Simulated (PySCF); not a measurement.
## Electronic structure of C3H11OSi3 (doublet) in real space

```
atom    x (Å)    y (Å)    z (Å)
  Si  -1.8032   2.3145   0.7838
   O  -1.1986   0.8399   1.0249
  Si  -0.2182  -0.4613   0.9335
  Si  -1.4295  -2.0207  -0.2972
   C   1.3904  -0.0075   0.1912
   C   1.9344   0.4966  -1.0841
   C   2.5410  -0.7035  -0.4116
   H  -3.2495   2.1146   0.6998
   H  -1.4184   3.1356   1.9290
   H  -1.2568   2.8443  -0.4650
   H   0.0059  -0.8238   2.3399
   H  -0.6127  -3.2282  -0.4742
   H  -2.6875  -2.4511   0.3242
   H  -1.7757  -1.5539  -1.6459
   H   1.3655   0.3630  -1.9968
   H   2.4939   1.4237  -1.0717
   H   2.3985  -1.6866  -0.8458
   H   3.5117  -0.5892   0.0543
```

Geometry: GFN2-xTB.

Computed with UKS B3LYP, pcH-1 on C H O Si, non-relativistic, mean-field spin-orbit, GIAO in PySCF.

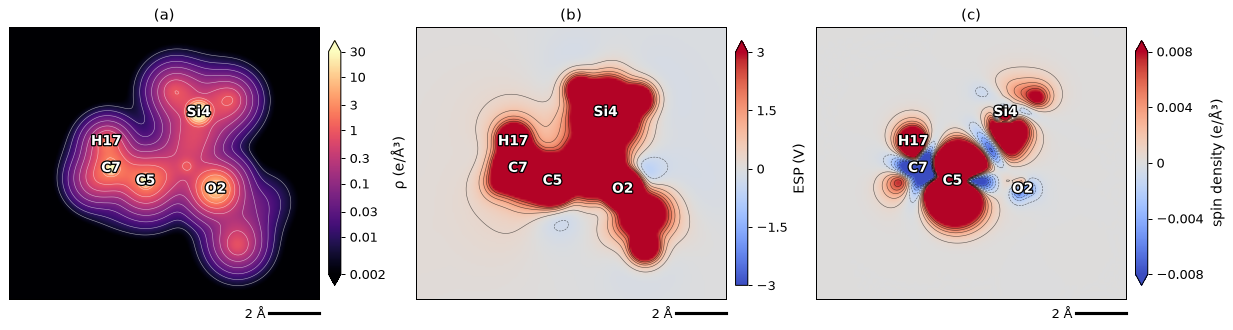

Figure 1. (a) total electron density; (b) molecular electrostatic potential; (c) spin density (α minus β) on the plane of atoms C5, C7 and H17.

### What do the fields say about this system?

The section cuts through O, Si, C and H sites. C–C (1.47 Å): ρ is about 1.7 e/Å³ halfway. C–H (1.08 Å): ρ is about 2 e/Å³ halfway. The unpaired spin (1 electron) lies mostly on C5 (about 0.6) and Si3 (about 0.1), in electrons by Hirshfeld's partition. Outside the dense part of the molecule the potential is most negative (−0.6 V) near O2.

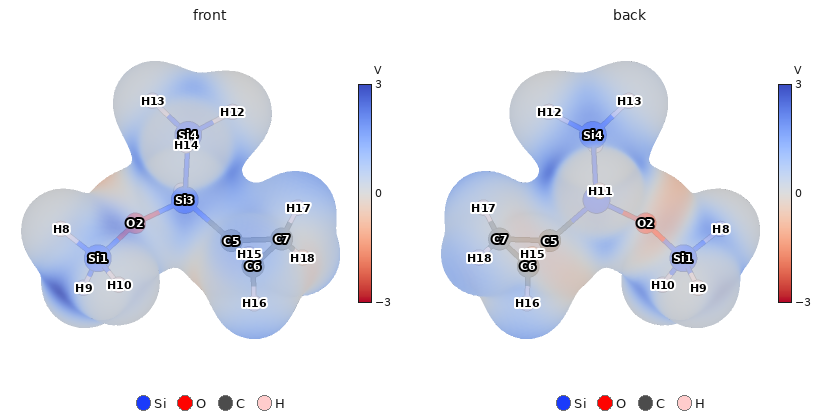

Figure 2. The electrostatic potential painted on the density surface at 0.004 e/bohr³, seen from the front and from behind; the colour scale runs from red (negative) to blue (positive).

### Which sites attract a positive test charge, and which a negative one?

A positive charge is drawn to the negative regions and a negative charge to the positive ones. The most negative region (about −0.7 V) lies over O2, the most positive (about +2.3 V) over Si1.
